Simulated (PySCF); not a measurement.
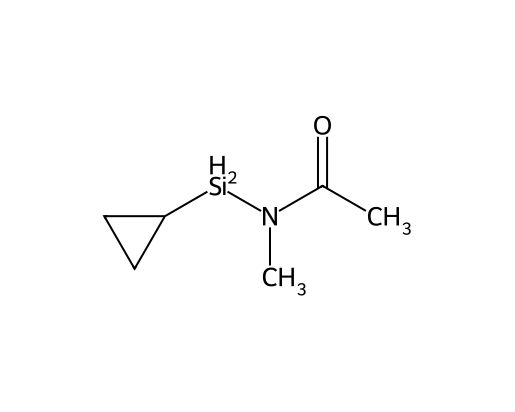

The computed structure is the end point of a GFN2-xTB optimisation. No frequency run is at hand to confirm it as a minimum. Properties computed with PBE0/pcSseg-1, gas phase (PySCF 2.14.0).

Question: Give the HOMO–LUMO gap at this level.

Answer: 7.73 eV.

Question: What is the dipole moment?

Answer: 3.29 D.

Question: Give the HOMO energy (Kohn–Sham orbital) at this level.

Answer: −7.29 eV.

The geometry is semi-empirical. Around Si such bond lengths and angles can be off by a tenth of an ångström or more and by several degrees, and values that hang on the shape move with them.
